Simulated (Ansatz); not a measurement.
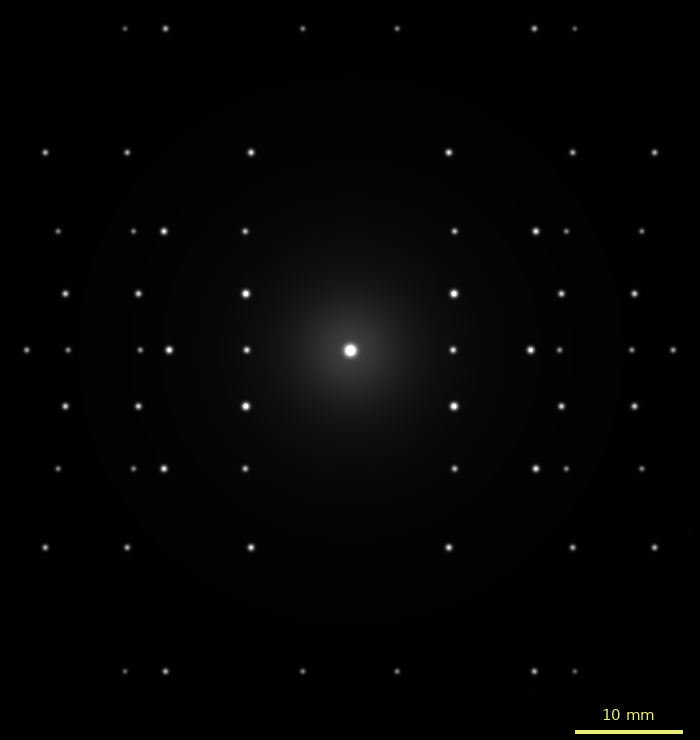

Simulated X-ray rotation photograph: Mo Kα radiation (λ = 0.7107 Å), cylindrical film of radius 28.65 mm unrolled, rotation axis vertical and normal to the beam, kinematic intensities without Lorentz or polarisation factors, the film spanning ±63° about the beam; spots down to d = 0.68 Å.

Q: What lattice repeat along the rotation axis do the layer lines give?

A: The first layer line lies 5.3 mm from the equator, so tan ν = 0.185, sin ν = 0.181 and the period is λ/sin ν = 3.92 Å. Further lines follow at 11.2, 18.6, 30.2 mm.

The crystal is Co, space group P6_3/mmc (No. 194), a = 2.430 Å, c = 3.916 Å (hexagonal axes). Structure: coordinates from a relaxation with Ansatz 0.2.0, DFT LDA, scalar-relativistic, plane waves, PAW.

Q: About which axis was it rotated?

A: About [001], whose length in the conventional cell is 3.916 Å.
